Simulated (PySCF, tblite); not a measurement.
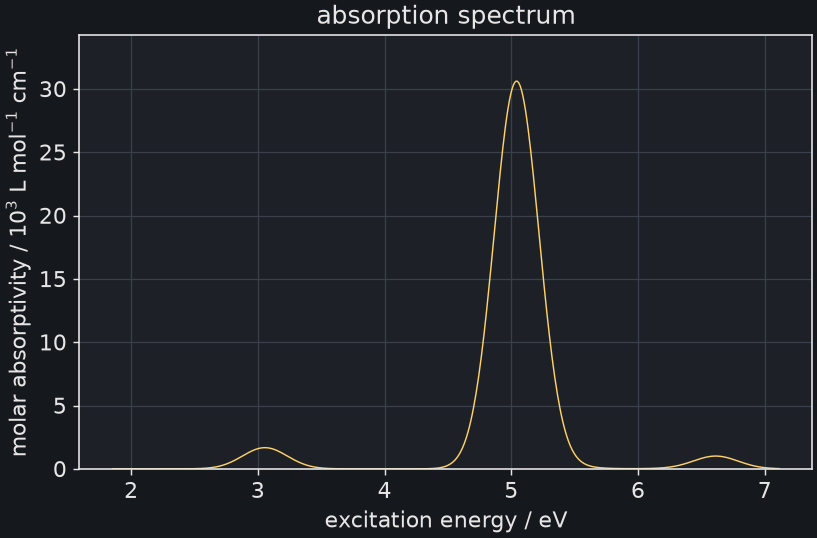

Vertical TDDFT excitations, CAM-B3LYP/def2-SVPD, PySCF, at a GFN2-xTB geometry (a minimum by its frequencies), gas phase. Only the first 8 singlet excitations are included; each is broadened by a Gaussian of 1/e half-width 0.25 eV. States within 0.01 eV of each other are merged, with their strengths summed. The highest state may be half of a pair whose partner wasn't computed.

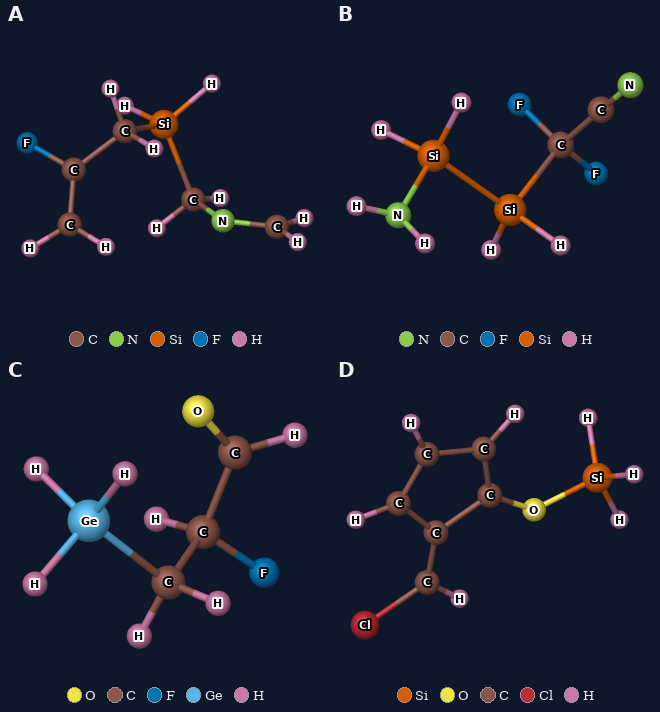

Whose absorption spectrum is this? Choose among the lettered structures.

Structure D, C₆H₇ClOSi, SMILES [SiH3]OC1=CC=C/C1=C\Cl. Its lowest singlet lies at 3.06 eV (f = 0.026) and the brightest of those computed is S2 at 5.04 eV (246 nm), f = 0.473, mainly HOMO−1 → LUMO (95 %).

Note: the tight-binding geometry is rougher than a DFT one and adds to the error; one conformer of a flexible molecule; core orbitals are frozen in the response.
